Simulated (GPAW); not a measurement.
# ZnCu2SnS4 (I-4): G0W0 with GPAW, start to end

Aim: the G0W0 gap of ZnCu2SnS4 (I-4) on PBE, step by step.

Calculated with GPAW 26.7.0; PBE and many-body steps on it, plane waves.

**What was measured.**

- Gap 1.5 eV: direct optical gap from Tauc plot; UV-Vis diffuse reflectance, Kubelka-Munk and Tauc analysis; film (“Impact of excess and disordered Sn sites on Cu2ZnSnS4 absorber material and device performance: A 119Sn Mossbauer Study”, 2018, arxiv:1808.01870).

Report form: the programs' logs are mostly left out.

## 1. Starting point

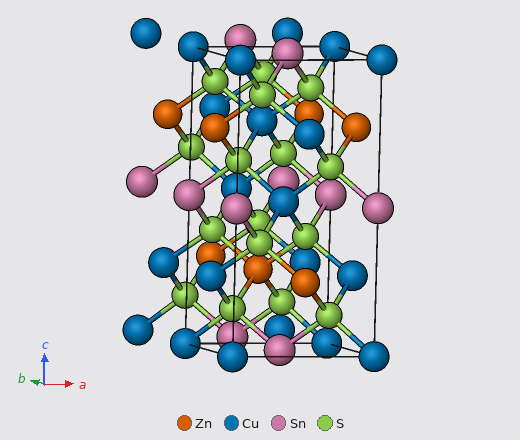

The cell as given, slightly off an axis (zinc orange, copper blue, tin pink, sulfur green). 1×2×1 cells are drawn. This picture shows the conventional cell, with its axes. Bonds to atoms that aren't drawn are left out. Some periodic images of atoms are drawn too.

Coordinates:

```cif
data_structure
_symmetry_space_group_name_H-M 'I-4'
_symmetry_Int_Tables_number 82
_cell_length_a 5.4342
_cell_length_b 5.4342
_cell_length_c 10.8496
_cell_angle_alpha 90.000
_cell_angle_beta 90.000
_cell_angle_gamma 90.000
_cell_volume 320.39
loop_
_atom_site_label
_atom_site_type_symbol
_atom_site_symmetry_multiplicity
_atom_site_Wyckoff_symbol
_atom_site_fract_x
_atom_site_fract_y
_atom_site_fract_z
_atom_site_occupancy
Zn1 Zn 2 d 0.50000 0.00000 0.25000 1
Cu1 Cu 2 a 0.00000 0.00000 0.00000 1
Cu2 Cu 2 c 0.00000 0.50000 0.25000 1
Sn1 Sn 2 b 0.50000 0.50000 0.00000 1
S1 S 8 g 0.75620 0.24340 0.12821 1
```

The cell and positions come from the Crystallography Open Database and are kept as given unless a step says otherwise.

## 2. Ground state

This step: GPAW 26.7.0; DFT, PBE, plane waves, PAW.

The ground-state density comes first.

run.py reads:

```python
import json
import numpy as np
from gpaw.mpi import world
from ase import Atoms
from gpaw import GPAW, PW, FermiDirac

atoms = Atoms(['Zn', 'Cu', 'Cu', 'Sn', 'S', 'S', 'S', 'S'],
    cell=[[-2.7171000000, 2.7171000000, 5.4248000000],
      [2.7171000000, -2.7171000000, 5.4248000000],
      [2.7171000000, 2.7171000000, -5.4248000000]],
    scaled_positions=[[0.2500000000, 0.7500000000, 0.5000000000],
      [0.0000000000, 0.0000000000, 0.0000000000],
      [0.7500000000, 0.2500000000, 0.5000000000],
      [0.5000000000, 0.5000000000, 0.0000000000],
      [0.3716100000, 0.8844100000, 0.9996000000],
      [0.1155900000, 0.1151900000, 0.4872000000],
      [0.8848100000, 0.3720100000, 0.0004000000],
      [0.6279900000, 0.6283900000, 0.5128000000]],
    pbc=(True, True, True))
calc = GPAW(mode=PW(600),
    xc='PBE',
    kpts={'size': (6, 6, 6), 'gamma': True},
    occupations=FermiDirac(0.001),
    nbands=-10,
    convergence={'density': 1e-6, 'bands': -3},
    maxiter=100,
    txt='gs.txt')
atoms.calc = calc
res = {'energy': atoms.get_potential_energy()}
kpts = calc.get_ibz_k_points()
res['kpts'] = kpts
res['eigenvalues'] = [calc.get_eigenvalues(kpt=k) for k in range(len(kpts))]
res['n_electrons'] = calc.get_number_of_electrons()
calc.write('gs.gpw')

if world.rank == 0:
    with open('result.json', 'w') as f:
        json.dump(res, f, default=lambda x: x.tolist())
```

Command:

```sh
$ mpirun -n 8 gpaw python run.py
```

Wall time 2.1 min (8 MPI ranks of Arm Neoverse V1, shared host); peak memory 1.9 GiB; 15 min of CPU time.

This step gave:

| Item | Value |
| --- | --- |
| total energy | -32.64 eV |
| gap | 0.2973 eV |
| k of the valence top | 0, 0, 0 |
| k of the conduction bottom | 0, 0, 0 |
| least direct gap | 0.2973 eV |

The gap is direct, at Γ.

## 3. Bands along the symmetry lines

Levels along a band path, at the cheap level, show where the edges lie and whether the meshes to come will hold them.

run.py reads:

```python
import json
import numpy as np
from gpaw.mpi import world
from gpaw import GPAW

path = [[0.000000, 0.000000, 0.000000],
    [0.000000, 0.000000, 0.062500],
    [0.000000, 0.000000, 0.125000],
    [0.000000, 0.000000, 0.187500],
    [0.000000, 0.000000, 0.250000],
    [0.000000, 0.000000, 0.312500],
    [0.000000, 0.000000, 0.375000],
    [0.000000, 0.000000, 0.437500],
    [0.000000, 0.000000, 0.500000],
    [0.031250, 0.031250, 0.468750],
    [0.062500, 0.062500, 0.437500],
    [0.093750, 0.093750, 0.406250],
    [0.125000, 0.125000, 0.375000],
    [0.156250, 0.156250, 0.343750],
    [0.187500, 0.187500, 0.312500],
    [0.218750, 0.218750, 0.281250],
    [0.250000, 0.250000, 0.250000],
    [0.218750, 0.281250, 0.218750],
    [0.187500, 0.312500, 0.187500],
    [0.156250, 0.343750, 0.156250],
    [0.125000, 0.375000, 0.125000],
    [0.093750, 0.406250, 0.093750],
    [0.062500, 0.437500, 0.062500],
    [0.031250, 0.468750, 0.031250],
    [0.000000, 0.500000, 0.000000],
    [0.000000, 0.437500, 0.000000],
    [0.000000, 0.375000, 0.000000],
    [0.000000, 0.312500, 0.000000],
    [0.000000, 0.250000, 0.000000],
    [0.000000, 0.187500, 0.000000],
    [0.000000, 0.125000, 0.000000],
    [0.000000, 0.062500, 0.000000],
    [0.000000, 0.000000, 0.000000],
    [0.062500, 0.062500, -0.062500],
    [0.125000, 0.125000, -0.125000],
    [0.187500, 0.187500, -0.187500],
    [0.250000, 0.250000, -0.250000],
    [0.312500, 0.312500, -0.312500],
    [0.375000, 0.375000, -0.375000],
    [0.437500, 0.437500, -0.437500],
    [0.500000, 0.500000, -0.500000],
    [0.476590, 0.523410, -0.476590],
    [0.453179, 0.546821, -0.453179],
    [0.429769, 0.570231, -0.429769],
    [0.406358, 0.593642, -0.406358],
    [0.382948, 0.617052, -0.382948],
    [0.359538, 0.640462, -0.359538],
    [0.336127, 0.663873, -0.336127],
    [0.312717, 0.687283, -0.312717],
    [-0.312717, 0.312717, 0.312717],
    [-0.273627, 0.273627, 0.273627],
    [-0.234538, 0.234538, 0.234538],
    [-0.195448, 0.195448, 0.195448],
    [-0.156358, 0.156358, 0.156358],
    [-0.117269, 0.117269, 0.117269],
    [-0.078179, 0.078179, 0.078179],
    [-0.039090, 0.039090, 0.039090],
    [0.000000, 0.000000, 0.000000],
    [0.000000, 0.000000, 0.500000],
    [-0.015679, 0.015679, 0.500000],
    [-0.031358, 0.031358, 0.500000],
    [-0.047038, 0.047038, 0.500000],
    [-0.062717, 0.062717, 0.500000],
    [-0.078396, 0.078396, 0.500000],
    [-0.094075, 0.094075, 0.500000],
    [-0.109754, 0.109754, 0.500000],
    [-0.125434, 0.125434, 0.500000],
    [0.500000, 0.500000, -0.125434],
    [0.500000, 0.500000, -0.172254],
    [0.500000, 0.500000, -0.219075],
    [0.500000, 0.500000, -0.265896],
    [0.500000, 0.500000, -0.312717],
    [0.500000, 0.500000, -0.359538],
    [0.500000, 0.500000, -0.406358],
    [0.500000, 0.500000, -0.453179],
    [0.500000, 0.500000, -0.500000]]
calc = GPAW('gs.gpw').fixed_density(kpts=path,
    symmetry='off',
    nbands=46,
    convergence={'bands': 42},
    txt='bands.txt')
res = {}
kpts = calc.get_ibz_k_points()
res['kpts'] = kpts
res['eigenvalues'] = [calc.get_eigenvalues(kpt=k) for k in range(len(kpts))]
res['n_electrons'] = calc.get_number_of_electrons()

if world.rank == 0:
    with open('result.json', 'w') as f:
        json.dump(res, f, default=lambda x: x.tolist())
```

Command:

```sh
$ mpirun -n 8 gpaw python run.py
```

It took 3.4 min on 8 MPI ranks; peak memory 2.8 GiB; 25 min of CPU time.

Numbers from this step:

```
gap                        : 0.2973 eV
k of the valence top       : 0, 0, 0
k of the conduction bottom : 0, 0, 0
least direct gap           : 0.2973 eV
```

The gap is 0.297 eV, as in the run before at this level.

Electronic bands along the path, in eV, zero at the top of the highest filled band:

```tsv
point	band 33	band 34	band 35	band 36	band 37	band 38	band 39	band 40
Γ	-1.36	-0.08	-0.08	0.00	0.30	2.03	2.91	3.79
X	-0.76	-0.65	-0.47	-0.40	0.84	2.32	3.17	4.16
P	-0.74	-0.73	-0.56	-0.52	1.08	2.87	3.06	3.48
N	-1.10	-1.04	-0.98	-0.47	1.76	3.18	3.30	4.25
Γ	-1.36	-0.08	-0.08	0.00	0.30	2.03	2.91	3.79
M	-1.10	-1.01	-0.81	-0.81	1.51	2.07	2.07	2.46
S	-1.24	-1.03	-0.65	-0.52	1.69	2.50	3.15	3.90
jump to S0	-1.24	-1.03	-0.65	-0.52	1.69	2.50	3.15	3.90
Γ	-1.36	-0.08	-0.08	0.00	0.30	2.03	2.91	3.79
jump to X	-0.76	-0.65	-0.47	-0.40	0.84	2.32	3.17	4.16
R	-0.79	-0.70	-0.63	-0.57	1.06	2.53	3.58	3.91
jump to G	-0.79	-0.70	-0.63	-0.57	1.06	2.53	3.58	3.91
M	-1.10	-1.01	-0.81	-0.81	1.51	2.07	2.07	2.46
```

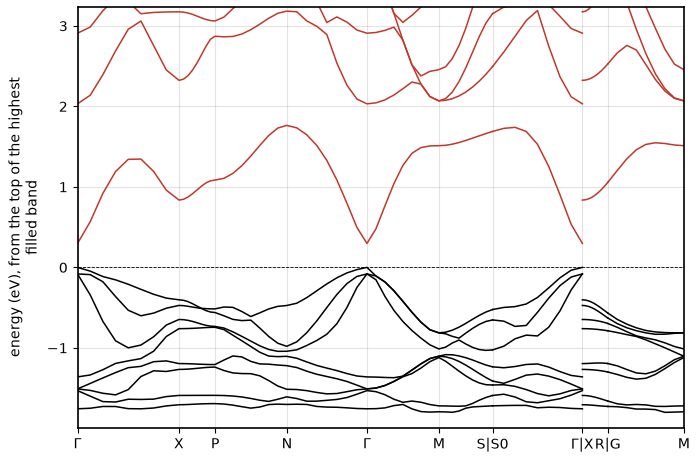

Electronic bands along the path; lines of filled and empty bands in two colours.

## 4. Empty states on the mesh, 4×4×4 mesh, 746 bands

The sums over transitions need many empty states on a uniform mesh; this step solves for them.

run.py reads:

```python
import json
import numpy as np
from gpaw.mpi import world
from gpaw import GPAW

calc = GPAW('gs.gpw').fixed_density(kpts={'size': (4, 4, 4), 'gamma': True},
    parallel={'domain': 1, 'band': 1},
    txt='nscf.txt')
calc.diagonalize_full_hamiltonian(nbands=746)
calc.write('full.gpw', mode='all')
res = {}
kpts = calc.get_ibz_k_points()
res['kpts'] = kpts
res['eigenvalues'] = [calc.get_eigenvalues(kpt=k) for k in range(len(kpts))]
res['n_electrons'] = calc.get_number_of_electrons()

if world.rank == 0:
    with open('result.json', 'w') as f:
        json.dump(res, f, default=lambda x: x.tolist())
```

Command:

```sh
$ mpirun -n 8 gpaw python run.py
```

The job ended after 9.4 min (8 MPI ranks; peak memory 19 GiB; 68 min of CPU time).

Numbers from this step:

```yaml
gap: 0.2973 eV
k_of_the_valence_top: 0, 0, 0
k_of_the_conduction_bottom: 0, 0, 0
least_direct_gap: 0.2973 eV
k_points_computed: 14
lowest_point_of_the_top_converged_band_above_the_valence_top: 144.6577 eV
```

On this mesh the gap is 0.297 eV.

## 5. Screening and self-energy, 4×4×4 mesh, 120 bands, screening to 48 eV

G0W0 replaces the xc potential by the self-energy, built once from these orbitals. Only a window of levels is corrected, while the sums run over the empty bands that the input names.

This step: G0W0 on PBE, plane waves, PAW.

run.py reads:

```python
import json
import numpy as np
from gpaw.mpi import world
from gpaw.response.g0w0 import G0W0

gw = G0W0('full.gpw',
    filename='gw',
    kpts=[0],
    bands=(34, 38),
    ecut=48,
    nbands=120,
    integrate_gamma='WS',
    ppa=True)
gw.calculate()
res = {mode: {k: v for k, v in r.items() if k != 'sigma_eskwn'}
       for mode, r in gw.all_results.items()}

if world.rank == 0:
    with open('result.json', 'w') as f:
        json.dump(res, f, default=lambda x: x.tolist())
```

Command:

```sh
$ mpirun -n 8 gpaw python run.py
```

Elapsed: 7 min, on 8 MPI ranks; peak memory 7.1 GiB; 51 min of CPU time.

This step gave:

* G0W0 gap on the points computed: 1.476 eV
* least direct G0W0 gap on the computed points: 1.476 eV
* Z at the valence top: 0.7394
* Z at the conduction bottom: 0.7948
* starting gap on the mesh: 0.2973 eV
* k of the valence top: 0, 0, 0
* k of the conduction bottom: 0, 0, 0

The gap on the mesh goes from 0.30 eV to 1.48 eV, a correction of +1.18 eV.

Limits: finite bands, cutoff and mesh; d shell near the gap, gap tends to lie low; no spin-orbit coupling. v1 is the top filled band, c1 the lowest empty one. The levels before and after the correction (eV, zero at the valence-band top of each column):

```tsv
	conduction bottom	valence top
Kohn-Sham	0.30	0.00
G0W0	1.48	0.00
```

```tsv
	level	energy (eV)
Kohn-Sham	Γ v2	-0.081
Kohn-Sham	Γ v1	0.000
Kohn-Sham	Γ c1	0.297
Kohn-Sham	Γ c2	2.032
G0W0	Γ v2	-0.058
G0W0	Γ v1	0.000
G0W0	Γ c1	1.476
G0W0	Γ c2	2.808
```

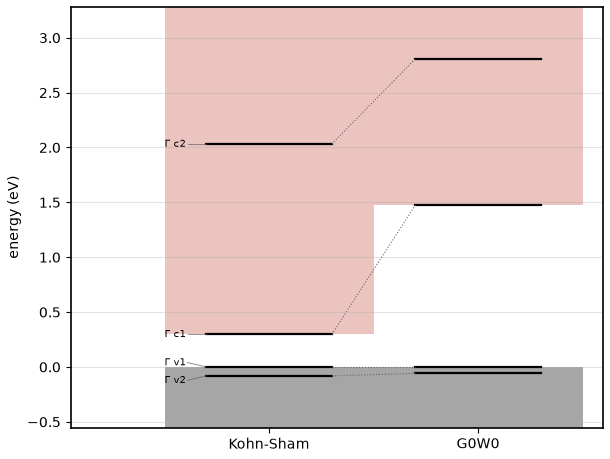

Levels before and after the correction. Shaded: valence and conduction bands.

## 6. Where the time went

Times are wall times on 8 MPI ranks of Arm Neoverse V1, shared host, good to a factor of about two.

```tsv
step	time	share	memory (GiB)
ground state	2.1 min	9 %	1.9
bands along the symmetry lines	3.4 min	16 %	2.8
empty states on the mesh	9.4 min	43 %	19
screening and self-energy	7 min	32 %	7.1
```

## 7. Summary of results

| Property | Result |
| --- | --- |
| PBE gap | 0.30 eV, direct |
| G0W0 gap on the mesh | 1.48 eV |
| GW settings | 4×4×4 mesh, 120 bands, screening to 48 eV, Godby-Needs plasmon pole |
| known limits | not at the basis limit; d shell near the gap, gap tends to lie low; no spin-orbit coupling |

**Reading.** G0W0 moves the gap on the mesh from 0.30 eV to 1.48 eV (+1.18 eV), with Z of 0.74 and 0.79 at the edges. Only 1 of the mesh's irreducible points was corrected, so a valley elsewhere could overtake. Against experiment, by G0W0@PBE: the direct gap of 1.48 eV lies −0.02 eV from the measured 1.5 eV (direct, 2018). An exciton line or allowed optical edge lies below the quasiparticle gap by the binding energy; a forbidden edge can push the onset above it. The calculation has static nuclei and no excitons; a measured gap holds zero-point and thermal motion, which mostly lowers it. Bands and cutoff are finite, so the gap is not at the basis limit. The miss can reach some tenths of an eV and take either sign; the mesh is an error of its own. These stock PAW sets were not made for GW. In the G0W0 run levels were corrected at 1 k point alone, so a gap called «on the mesh» is the least over those, and an edge elsewhere would be missed. A d shell, filled or nearly so, lies near the gap. One-shot GW converges very slowly in bands there, not always from below, and on a semilocal start the gap tends to come out low; starts rich in exact exchange can overshoot instead. The many-body steps are scalar-relativistic: spin-orbit coupling is not in them.

[Paths, hosts, dates, memory and timing lines, banners, echoed tables and standing remarks are left out of the program output.]

[Logs are printed without paths, hosts, clocks, repeated set-up lines and the standing remarks that a program may print on its own settings, such as how far it seeks lower states.]

[Runs of the session that timed out or met a known fault of the program may be left out.]

[Hosts, paths, dates, database ids (printed as entryN), source tags and the programs' standing remarks are cut or masked in the printed files.]
